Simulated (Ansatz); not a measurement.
## Run report: C2H4AlBO, molecular dynamics

System: C2H4AlBO, SMILES BC#C[O][AlH2].
Method: RKS PBE-d3bjatm/6-31G* (Ansatz 0.2.0).

The geometry comes from this level: PBE0-D4/def2-TZVP. Figures and captions count atoms from 1; the log counts them from 0 in places.

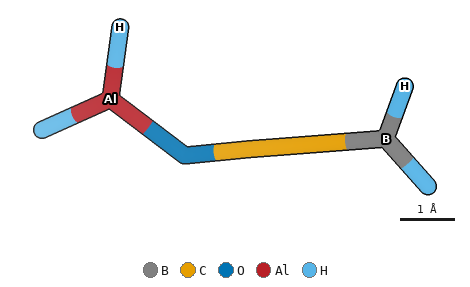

*The structure as given in the input (stick view, seen at a tilt). Sticks mark near contacts.*

## Input
```yaml
crystal:
  periodic: [false, false, false]
  atoms:
    - {symbol: B, position_ang: [-2.047032, 1.541565, 0.601884]}
    - {symbol: C, position_ang: [-0.844064, 0.868553, 0.048711]}
    - {symbol: C, position_ang: [0.141130, 0.316304, -0.403795]}
    - {symbol: O, position_ang: [1.174177, -0.240380, -0.897780]}
    - {symbol: Al, position_ang: [2.018705, -1.689035, -0.443347]}
    - {symbol: H, position_ang: [-2.641488, 1.059922, 1.522871]}
    - {symbol: H, position_ang: [-2.433232, 2.573068, 0.133160]}
    - {symbol: H, position_ang: [3.250841, -1.983583, -1.368409]}
    - {symbol: H, position_ang: [1.469463, -2.492714, 0.789606]}
basis:
  gaussian: {orbitals: "6-31G*"}
hamiltonian: {xc: {name: PBE}, dispersion: d3bjatm}
md: {timestep: 0.5 fs, n_steps: 20, ensemble: nvt_langevin, temperature: 700, initial_velocities: maxwell_boltzmann, friction: 0.01, seed: 42}
```

Launched with:
```bash
ansatz run in.yaml --threads 2 --pin off --events-out ev --progress --plain --max-ram 4352MiB
```

## The program's output
```
Functional definition: PBE
  name "PBE"
  cite "Perdew, Burke & Ernzerhof, Phys. Rev. Lett. 77, 3865 (1996) doi:10.1103/PhysRevLett.77.3865"
  parent pbe
  parameter kappa = 0.804
  parameter beta = 0.06672455060314922
  exchange = pbe_x(kappa = kappa, mu = beta*pi^2/3)
  correlation = pbe_c(beta = beta)
982 factors; their error is unknown
mean field evaluation 1: about -11440.3288 eV, gradient 5.4e1 eV
mean field evaluation 2: about -11411.1481 eV, gradient 1.0e2 eV
mean field evaluation 4: about -11446.7360 eV, gradient 1.5e1 eV
mean field evaluation 8: about -11447.2925 eV, gradient 7.8e-2 eV
mean field evaluation 16: about -11447.2443 eV, gradient 5.8e-5 eV
mean field -11447.24426912 eV, -420.6784676691 hartree, gradient 5.8e-5 eV, S^2 0.000000; 0 other end points of the search recorded, 0 dependent functions left out
the calculation of the forces begins
reference -11447.24431813 eV, -420.6784694703 hartree; 21, 21 occupied and 66, 66 virtual orbitals, 982 factors
md step     0: t =     0.00 fs  T =   622.2 K  F+E_penalty+E_count = -11447.39330463 eV  E_kin = 0.723856 eV  (27 SCF iters)
these checks for a lower state are left out or cut short: starts, cluster_reference, orbital_swaps, neighbouring_geometries, increment
982 factors; their error is unknown
mean field -11447.21003398 eV, -420.6772095510 hartree, gradient 1.9e-5 eV, S^2 0.000000; 0 other end points of the search recorded, 0 dependent functions left out
[... from here on the field's lines of each further geometry are left out, up to the last ...]
md step     1: t =     0.50 fs  T =   550.5 K  F+E_penalty+E_count = -11447.35911401 eV  E_kin = 0.640386 eV  (31 SCF iters)
md step     2: t =     1.00 fs  T =   507.1 K  F+E_penalty+E_count = -11447.30141943 eV  E_kin = 0.589876 eV  (31 SCF iters)
md step     3: t =     1.50 fs  T =   411.9 K  F+E_penalty+E_count = -11447.22991978 eV  E_kin = 0.479216 eV  (31 SCF iters)
md step     4: t =     2.00 fs  T =   390.9 K  F+E_penalty+E_count = -11447.15759786 eV  E_kin = 0.454748 eV  (31 SCF iters)
md step     5: t =     2.50 fs  T =   326.1 K  F+E_penalty+E_count = -11447.09804739 eV  E_kin = 0.379390 eV  (31 SCF iters)
md step     6: t =     3.00 fs  T =   304.1 K  F+E_penalty+E_count = -11447.06785395 eV  E_kin = 0.353829 eV  (31 SCF iters)
md step     7: t =     3.50 fs  T =   304.0 K  F+E_penalty+E_count = -11447.06441803 eV  E_kin = 0.353650 eV  (31 SCF iters)
md step     8: t =     4.00 fs  T =   279.5 K  F+E_penalty+E_count = -11447.07734060 eV  E_kin = 0.325118 eV  (31 SCF iters)
md step     9: t =     4.50 fs  T =   322.5 K  F+E_penalty+E_count = -11447.10270214 eV  E_kin = 0.375129 eV  (32 SCF iters)
md step    10: t =     5.00 fs  T =   391.4 K  F+E_penalty+E_count = -11447.12790208 eV  E_kin = 0.455319 eV  (31 SCF iters)
md step    11: t =     5.50 fs  T =   434.1 K  F+E_penalty+E_count = -11447.14226908 eV  E_kin = 0.505048 eV  (31 SCF iters)
md step    12: t =     6.00 fs  T =   420.9 K  F+E_penalty+E_count = -11447.14427408 eV  E_kin = 0.489657 eV  (31 SCF iters)
md step    13: t =     6.50 fs  T =   399.6 K  F+E_penalty+E_count = -11447.13471068 eV  E_kin = 0.464884 eV  (31 SCF iters)
md step    14: t =     7.00 fs  T =   398.4 K  F+E_penalty+E_count = -11447.11707447 eV  E_kin = 0.463461 eV  (31 SCF iters)
md step    15: t =     7.50 fs  T =   403.1 K  F+E_penalty+E_count = -11447.09505851 eV  E_kin = 0.468997 eV  (31 SCF iters)
md step    16: t =     8.00 fs  T =   390.7 K  F+E_penalty+E_count = -11447.07665981 eV  E_kin = 0.454574 eV  (31 SCF iters)
md step    17: t =     8.50 fs  T =   371.5 K  F+E_penalty+E_count = -11447.07055588 eV  E_kin = 0.432179 eV  (28 SCF iters)
md step    18: t =     9.00 fs  T =   410.2 K  F+E_penalty+E_count = -11447.07904944 eV  E_kin = 0.477215 eV  (31 SCF iters)
md step    19: t =     9.50 fs  T =   415.9 K  F+E_penalty+E_count = -11447.09826825 eV  E_kin = 0.483829 eV  (31 SCF iters)
the calculation of the forces begins
reference -11446.97771768 eV, -420.6686720846 hartree; 21, 21 occupied and 66, 66 virtual orbitals, 982 factors
982 factors; their error is unknown
mean field evaluation 192: about -11446.9777 eV, gradient 1.2e-3 eV
mean field -11446.97766847 eV, -420.6686702760 hartree, gradient 2.2e-5 eV, S^2 0.000000; 1 other end points of the search recorded, 0 dependent functions left out
the calculation of the forces begins
reference -11446.97771768 eV, -420.6686720846 hartree; 21, 21 occupied and 66, 66 virtual orbitals, 982 factors
md step    20: t =    10.00 fs  T =   508.9 K  F+E_penalty+E_count = -11447.12592801 eV  E_kin = 0.591968 eV  (29 SCF iters)
```

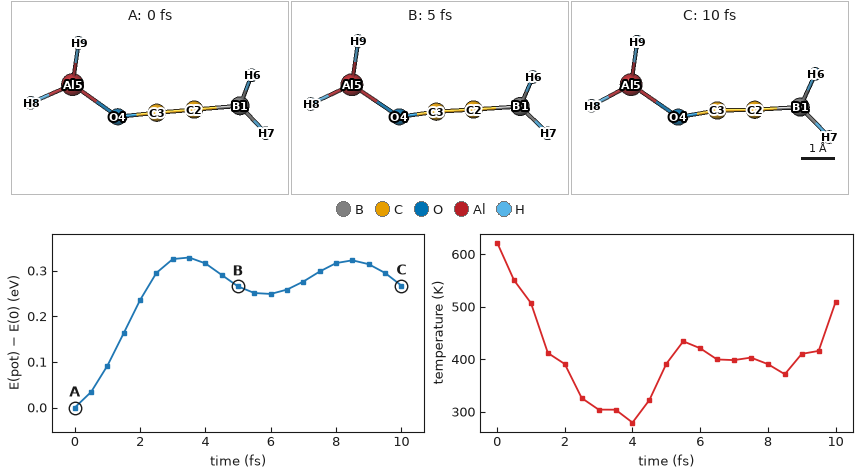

*Frames of the molecular dynamics (ball-and-stick, seen at a tilt) above the curves, on which the letters mark them.*

The trajectory kept here has 21 frames over 10 fs. The temperature starts at 622 K, ranges from 279 to 622 K and averages 413 K over the second half. The potential energy ends 0.267 eV above its first value. After an unweighted best fit of the last frame on the first, the root-mean-square displacement is 0.10 Å, and H7 has moved furthest (0.16 Å).

```
Total energy: -11447.12597722 eV, -420.6741205222 hartree
Atom 0 at    -2.016483     1.612042     0.533587 Å, force    -2.483388     1.383918     2.350986 eV/Å
Atom 1 at    -0.823525     0.918690     0.092785 Å, force    -0.288997     0.111613    -0.389319 eV/Å
Atom 2 at     0.120582     0.288620    -0.371627 Å, force     1.054369    -0.278713    -0.150646 eV/Å
Atom 3 at     1.194121    -0.209250    -0.876184 Å, force     0.185351    -0.383910    -0.104297 eV/Å
Atom 4 at     2.023860    -1.739313    -0.461402 Å, force    -0.024148     0.014403    -0.218090 eV/Å
Atom 5 at    -2.781362     1.100001     1.488868 Å, force     1.016920     0.486682    -1.489315 eV/Å
Atom 6 at    -2.369091     2.827575     0.284951 Å, force     0.599555    -1.452253    -0.134138 eV/Å
Atom 7 at     3.246792    -1.942440    -1.500623 Å, force    -0.249736    -0.034738     0.357269 eV/Å
Atom 8 at     1.393895    -2.608451     0.742655 Å, force     0.190075     0.152998    -0.222450 eV/Å
Dipole moment:     0.729574    -0.699754    -0.134850 e Å
```

## Trajectory as extended XYZ (Å, eV, eV/Å), 11 of the 21 frames kept, from step=0 to step=20
```
9
Properties=species:S:1:pos:R:3:forces:R:3 step=0 time_fs=0.0 energy=-11447.39330 temperature=622.2
B    -2.0470    1.5416    0.6019    0.0883  -0.0433  -0.0381
C    -0.8441    0.8686    0.0487   -1.5007   0.8720   0.6597
C     0.1411    0.3163   -0.4038    0.6839  -0.4885  -0.2219
O     1.1742   -0.2404   -0.8978    0.6143   0.1722  -0.7303
Al    2.0187   -1.6890   -0.4433    0.2647  -0.4859   0.1687
H    -2.6415    1.0599    1.5229   -0.1443  -0.0887   0.1978
H    -2.4332    2.5731    0.1332   -0.1013   0.2239  -0.0882
H     3.2508   -1.9836   -1.3684    0.1959  -0.0296  -0.1614
H     1.4695   -2.4927    0.7896   -0.1009  -0.1323   0.2136
9
Properties=species:S:1:pos:R:3:forces:R:3 step=2 time_fs=1.0 energy=-11447.30142 temperature=507.1
B    -2.0478    1.5519    0.5954    1.1082  -0.7447  -0.3444
C    -0.8346    0.8657    0.0498   -2.1388   1.2611   0.8764
C     0.1442    0.3109   -0.4044   -0.0350  -0.0638   0.1373
O     1.1646   -0.2318   -0.8900    1.8154  -0.6618  -1.1451
Al    2.0198   -1.6930   -0.4447    0.0294  -0.4040   0.2569
H    -2.6360    1.0825    1.4802   -0.6049  -0.5333   0.9184
H    -2.4224    2.5604    0.1711   -0.3616   1.1589  -0.5780
H     3.2456   -1.9886   -1.3801    0.1819  -0.0145  -0.1377
H     1.4479   -2.5120    0.7913    0.0054   0.0021   0.0163
9
Properties=species:S:1:pos:R:3:forces:R:3 step=4 time_fs=2.0 energy=-11447.15760 temperature=390.9
B    -2.0470    1.5604    0.5887    1.8462  -1.1949  -0.5924
C    -0.8265    0.8648    0.0513   -2.5615   1.5258   0.9930
C     0.1470    0.3063   -0.4044   -0.8570   0.4034   0.5376
O     1.1563   -0.2236   -0.8828    2.9805  -1.4427  -1.5625
Al    2.0202   -1.6973   -0.4462   -0.0872  -0.3568   0.2617
H    -2.6329    1.1006    1.4484   -0.9827  -0.9027   1.4676
H    -2.4156    2.5599    0.2042   -0.5224   1.8286  -0.9050
H     3.2438   -1.9942   -1.3988    0.0866   0.0176  -0.0510
H     1.4310   -2.5322    0.7928    0.0975   0.1218  -0.1492
9
Properties=species:S:1:pos:R:3:forces:R:3 step=6 time_fs=3.0 energy=-11447.06785 temperature=304.1
B    -2.0438    1.5670    0.5823    2.0199  -1.1070  -0.7344
C    -0.8189    0.8656    0.0536   -2.9035   1.7360   1.0808
C     0.1482    0.3014   -0.4036   -1.4789   0.7532   0.8470
O     1.1507   -0.2168   -0.8762    3.9129  -2.0589  -1.9006
Al    2.0206   -1.7019   -0.4474   -0.1173  -0.3147   0.1887
H    -2.6393    1.1130    1.4282   -1.1242  -1.0733   1.6409
H    -2.4147    2.5785    0.2285   -0.4366   1.8155  -0.9342
H     3.2432   -1.9938   -1.4226   -0.0345   0.0468   0.0654
H     1.4186   -2.5513    0.7906    0.1623   0.2024  -0.2535
9
Properties=species:S:1:pos:R:3:forces:R:3 step=8 time_fs=4.0 energy=-11447.07734 temperature=279.5
B    -2.0395    1.5738    0.5761    1.5903  -0.5723  -0.6145
C    -0.8137    0.8687    0.0574   -2.9721   1.7792   1.0509
C     0.1485    0.2970   -0.4009   -1.8921   0.9854   1.0567
O     1.1491   -0.2110   -0.8716    4.4231  -2.4117  -2.0679
Al    2.0217   -1.7065   -0.4482   -0.1103  -0.2830   0.1001
H    -2.6547    1.1230    1.4241   -0.9573  -0.9842   1.3616
H    -2.4174    2.6177    0.2442   -0.1402   1.1559  -0.7411
H     3.2462   -1.9915   -1.4424   -0.1480   0.0701   0.1763
H     1.4095   -2.5694    0.7859    0.2066   0.2605  -0.3220
9
Properties=species:S:1:pos:R:3:forces:R:3 step=10 time_fs=5.0 energy=-11447.12790 temperature=391.4
B    -2.0348    1.5797    0.5685    0.7117   0.0412  -0.0990
C    -0.8120    0.8741    0.0623   -2.6663   1.5995   0.8445
C     0.1477    0.2928   -0.3972   -2.1863   1.1660   1.2127
O     1.1507   -0.2061   -0.8685    4.5348  -2.5244  -2.0766
Al    2.0223   -1.7112   -0.4492   -0.0838  -0.2788   0.0416
H    -2.6741    1.1242    1.4369   -0.5071  -0.6604   0.6899
H    -2.4235    2.6672    0.2540    0.2011   0.2552  -0.4952
H     3.2493   -1.9880   -1.4620   -0.2565   0.0838   0.2833
H     1.4028   -2.5826    0.7872    0.2523   0.3181  -0.4012
9
Properties=species:S:1:pos:R:3:forces:R:3 step=12 time_fs=6.0 energy=-11447.14427 temperature=420.9
B    -2.0295    1.5855    0.5597   -0.3344   0.5807   0.6512
C    -0.8122    0.8822    0.0678   -2.1080   1.2556   0.5272
C     0.1459    0.2897   -0.3941   -2.2922   1.2671   1.2883
O     1.1553   -0.2022   -0.8669    4.2852  -2.4371  -1.9351
Al    2.0230   -1.7165   -0.4508   -0.0620  -0.2684   0.0031
H    -2.7028    1.1182    1.4576    0.0674  -0.2474  -0.1420
H    -2.4255    2.7230    0.2642    0.4916  -0.5955  -0.2919
H     3.2512   -1.9820   -1.4804   -0.3386   0.0828   0.3706
H     1.3987   -2.5921    0.7908    0.2911   0.3622  -0.4713
9
Properties=species:S:1:pos:R:3:forces:R:3 step=14 time_fs=7.0 energy=-11447.11707 temperature=398.4
B    -2.0241    1.5916    0.5513   -1.2280   0.9772   1.3226
C    -0.8137    0.8907    0.0740   -1.6049   0.9486   0.2501
C     0.1413    0.2884   -0.3905   -1.8212   1.0706   1.1025
O     1.1620   -0.2013   -0.8667    3.5670  -2.0970  -1.5981
Al    2.0234   -1.7221   -0.4521   -0.0486  -0.2497  -0.0323
H    -2.7319    1.1077    1.4765    0.5342   0.0962  -0.8000
H    -2.4226    2.7721    0.2731    0.6711  -1.1955  -0.1692
H     3.2523   -1.9736   -1.4939   -0.3843   0.0692   0.4292
H     1.3942   -2.6012    0.7896    0.3147   0.3805  -0.5049
9
Properties=species:S:1:pos:R:3:forces:R:3 step=16 time_fs=8.0 energy=-11447.07666 temperature=390.7
B    -2.0200    1.5973    0.5429   -1.9097   1.3063   1.8525
C    -0.8168    0.8997    0.0806   -1.0535   0.6083  -0.0378
C     0.1353    0.2876   -0.3851   -1.0481   0.7237   0.7750
O     1.1710   -0.2022   -0.8686    2.5438  -1.5908  -1.1355
Al    2.0234   -1.7277   -0.4538   -0.0078  -0.2012  -0.1049
H    -2.7547    1.0992    1.4908    0.8302   0.3254  -1.2290
H    -2.4130    2.8111    0.2813    0.7482  -1.5697  -0.1142
H     3.2543   -1.9601   -1.5042   -0.4118   0.0428   0.4729
H     1.3917   -2.6077    0.7813    0.3087   0.3552  -0.4790
9
Properties=species:S:1:pos:R:3:forces:R:3 step=18 time_fs=9.0 energy=-11447.07905 temperature=410.2
B    -2.0170    1.6043    0.5368   -2.3119   1.4485   2.1967
C    -0.8199    0.9093    0.0868   -0.6228   0.3299  -0.2458
C     0.1284    0.2878   -0.3787   -0.0315   0.2429   0.3300
O     1.1816   -0.2054   -0.8718    1.3717  -0.9959  -0.6185
Al    2.0238   -1.7333   -0.4567   -0.0063  -0.1116  -0.1621
H    -2.7706    1.0985    1.4971    0.9814   0.4425  -1.4485
H    -2.3931    2.8294    0.2854    0.7110  -1.6393  -0.1115
H     3.2520   -1.9488   -1.5050   -0.3565   0.0054   0.4398
H     1.3923   -2.6105    0.7647    0.2651   0.2775  -0.3801
9
Properties=species:S:1:pos:R:3:forces:R:3 step=20 time_fs=10.0 energy=-11447.12593 temperature=508.9
B    -2.0165    1.6120    0.5336   -2.4834   1.3839   2.3510
C    -0.8235    0.9187    0.0928   -0.2890   0.1116  -0.3893
C     0.1206    0.2886   -0.3716    1.0544  -0.2787  -0.1506
O     1.1941   -0.2092   -0.8762    0.1854  -0.3839  -0.1043
Al    2.0239   -1.7393   -0.4614   -0.0241   0.0144  -0.2181
H    -2.7814    1.1000    1.4889    1.0169   0.4867  -1.4893
H    -2.3691    2.8276    0.2850    0.5996  -1.4523  -0.1341
H     3.2468   -1.9424   -1.5006   -0.2497  -0.0347   0.3573
H     1.3939   -2.6085    0.7427    0.1901   0.1530  -0.2225
```

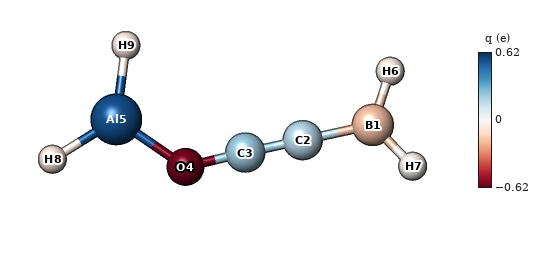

*Mulliken charges, as the colour of each atom (ball-and-stick view, seen at a tilt; atoms are numbered from 1 in the order of the input).*

By element: B −0.18, C +0.17 to +0.23, O −0.59, Al +0.54 and H −0.06 to −0.02 e.

## Results in brief

| quantity | value |
| --- | --- |
| outcome | finished |
| mean temperature over the second half | 413 K |
| trajectory | 20 steps, 10 fs |
| ensemble | nvt_langevin |
| temperature in the input | 700 K |
| time step | 0.5 fs |
| potential energy (last step) | −11447.1260 eV |
| mean-field energy (last step) | −11446.9777 eV |
| dispersion energy (last step) | −0.1483 eV |
| SCF solution under orbital rotations (last step) | stable |
| largest force (length of the vector) (last step) | 3.689 eV/Å |
| dipole moment (last step) | 4.90 D |
| hardware | 2 threads of Arm Neoverse V1, 23 GiB of memory available, shared host |
| wall time | 31 s (CPU time 59 s) |
| peak memory | 0.48 GiB |

So short a trajectory is not equilibrated. The logged temperature at the start can lie below the typed one, since it is counted over all degrees of freedom. The temperature stays far from the 700 K of the thermostat over the second half: the run isn't equilibrated.
